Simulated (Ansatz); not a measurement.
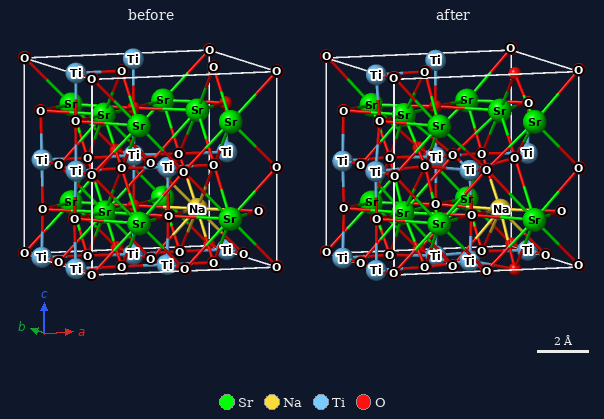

The structure of a defect cell of composition Sr7NaTi8O23 (cell charge +1) before (left) and after (right) a relaxation, at one scale.

Style: ball-and-stick. Shown: the cell of the calculation (origin shifted), slightly off an axis.

The calculation used DFT, PBEsol, PAW, plane waves (Ansatz 0.2.0).

Input
```yaml
crystal:
  lattice:
    - [7.782821, 0.000000, 0.000000]
    - [0.000000, 7.782821, 0.000000]
    - [0.000000, 0.000000, 7.782821]
  atoms:
    - { symbol: Sr, position: [0.000994, 0.997620, 0.997394] }
    - { symbol: Sr, position: [0.001541, 0.996581, 0.497515] }
    - { symbol: Sr, position: [0.995475, 0.501335, 0.999769] }
    - { symbol: Sr, position: [0.000332, 0.499416, 0.499991] }
    - { symbol: Sr, position: [0.498289, 0.999831, 0.997620] }
    - { symbol: Sr, position: [0.496381, 0.999924, 0.500641] }
    - { symbol: Sr, position: [0.501320, 0.499044, 0.001801] }
    - { symbol: Na, position: [0.499839, 0.498319, 0.498733] }
    - { symbol: Ti, position: [0.245015, 0.247751, 0.250396] }
    - { symbol: Ti, position: [0.250527, 0.254436, 0.747236] }
    - { symbol: Ti, position: [0.249067, 0.756736, 0.246593] }
    - { symbol: Ti, position: [0.248687, 0.746831, 0.754885] }
    - { symbol: Ti, position: [0.753910, 0.252082, 0.248605] }
    - { symbol: Ti, position: [0.753705, 0.250124, 0.748182] }
    - { symbol: Ti, position: [0.751124, 0.750308, 0.252073] }
    - { symbol: Ti, position: [0.752167, 0.749347, 0.751182] }
    - { symbol: O, position: [0.252227, 0.246973, 0.498182] }
    - { symbol: O, position: [0.248001, 0.749980, 0.995440] }
    - { symbol: O, position: [0.248049, 0.747197, 0.496370] }
    - { symbol: O, position: [0.753181, 0.252984, 0.001857] }
    - { symbol: O, position: [0.746751, 0.255071, 0.503444] }
    - { symbol: O, position: [0.746785, 0.751030, 0.002113] }
    - { symbol: O, position: [0.756719, 0.747586, 0.497131] }
    - { symbol: O, position: [0.000229, 0.247299, 0.249068] }
    - { symbol: O, position: [0.001282, 0.249924, 0.751333] }
    - { symbol: O, position: [0.999018, 0.750288, 0.250561] }
    - { symbol: O, position: [0.000244, 0.750950, 0.748459] }
    - { symbol: O, position: [0.496817, 0.247180, 0.249708] }
    - { symbol: O, position: [0.500855, 0.248813, 0.748873] }
    - { symbol: O, position: [0.497568, 0.746357, 0.252204] }
    - { symbol: O, position: [0.496756, 0.753371, 0.751155] }
    - { symbol: O, position: [0.251657, 0.003440, 0.252765] }
    - { symbol: O, position: [0.244894, 0.999964, 0.751771] }
    - { symbol: O, position: [0.251828, 0.499202, 0.251315] }
    - { symbol: O, position: [0.247793, 0.498983, 0.744627] }
    - { symbol: O, position: [0.751166, 0.002456, 0.245836] }
    - { symbol: O, position: [0.748546, 0.004228, 0.753499] }
    - { symbol: O, position: [0.751415, 0.499981, 0.255939] }
    - { symbol: O, position: [0.754868, 0.501096, 0.750099] }
  symmetry: { detect: false }
kpoints:
  mp_grid: { grid: [1, 1, 1], shift: [0.25, 0.25, 0.25] }
hamiltonian:
  xc: pbesol
total_charge: 1
scf:
  occupations: { method: fermi_dirac, width: 0.01 }
relax:
  f_tol: 0.03
  max_steps: 80
  escape_saddle: false
  adjacent_minimum: "off"
output:
  forces: true
  eigenvalues: true
  populations: true
  charged_corrections: { epsilon: 300 }
  write_density: true
  write_potential: true
  elf: true
  volumetric_format: npy
```

Run as
```bash
ansatz run in.yaml --threads 2 --pin off --max-ram 20900MiB --runs-dir r --events-out ev --progress --plain --backend cuda --devices 0, --max-vram 18GiB
```

What changed between the two?

Answer. The atom that moves furthest is O35 (0.31 Å roughly along +c). By element the largest moves are O 0.31 Å, Ti 0.15 Å, Sr 0.15 Å, Na 0.14 Å. The cell doesn't change. Among the contacts that change: Sr4–O35 2.708 → 3.057 Å, Sr6–O29 2.736 → 3.061 Å, Na8–O35 2.741 → 3.040 Å, Na8–O29 2.750 → 3.043 Å. Bond angles that change, for instance: Ti10–O29–Ti14 178.3° → 159.1°, Ti10–O35–Ti12 176.9° → 159.5°, O24–Ti9–O28 179.5° → 162.3°. Over 13 accepted moves (16 points after the start) the energy falls by 2.604 eV per cell of the calculation. The largest force component goes from 4.8 to 0.0046 eV/Å. The line search rejected the trial steps at points 10, 11, 14 of the run.

Limits of the set-up: the periodic images lie only 7.8 Å apart, so the values are limited by the cell's size; the cell is charged, on a uniform background, and energies carry no finite-size correction.
